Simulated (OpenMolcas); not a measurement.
CF+ (SMILES [C+]F): methods side by side

The species is CF+ (2 atoms), meant as a singlet with charge +1. SMILES: `[C+]F`. Geometry: relaxed at PBE0-D4/def2-TZVP.

```csv
atom,x (Å),y (Å),z (Å)
C,0.4923,-0.1608,0.2532
F,-0.4923,0.1608,-0.2532
```

Each level gives the HOMO–LUMO gap (eV). The values are calculated.

```json
{"level": "HF/aug-cc-pVTZ", "kind": "Hartree–Fock", "program": "OpenMolcas", "value (eV)": "19.06", "CPU time": "11 s"}
{"level": "SVWN5/aug-cc-pVTZ", "kind": "LDA", "program": "OpenMolcas", "value (eV)": "5.93", "CPU time": "18 s"}
{"level": "PBE/aug-cc-pVTZ", "kind": "GGA", "program": "OpenMolcas", "value (eV)": "6.20", "CPU time": "22 s"}
{"level": "TPSS/aug-cc-pVTZ", "kind": "meta-GGA", "program": "OpenMolcas", "value (eV)": "6.70", "CPU time": "27 s"}
{"level": "r2SCAN/aug-cc-pVTZ", "kind": "meta-GGA", "program": "OpenMolcas", "value (eV)": "7.00", "CPU time": "25 s"}
{"level": "BHLYP/aug-cc-pVTZ", "kind": "global hybrid", "program": "OpenMolcas", "value (eV)": "12.70", "CPU time": "21 s"}
{"level": "B2PLYP/aug-cc-pVTZ", "kind": "double hybrid", "program": "OpenMolcas", "value (eV)": "13.09", "CPU time": "18 s"}
```

The values span 5.93 to 19.06 eV. Orbital gaps aren't excitation energies, and those of double hybrids come from the SCF part alone; they tend to grow with the share of exact exchange. CPU times are rough (shared hosts, several kinds of processor): they show what a rung costs within a factor of a few.

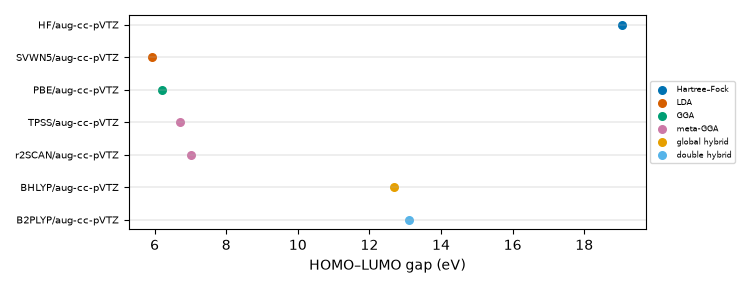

The values of the table, level by level.
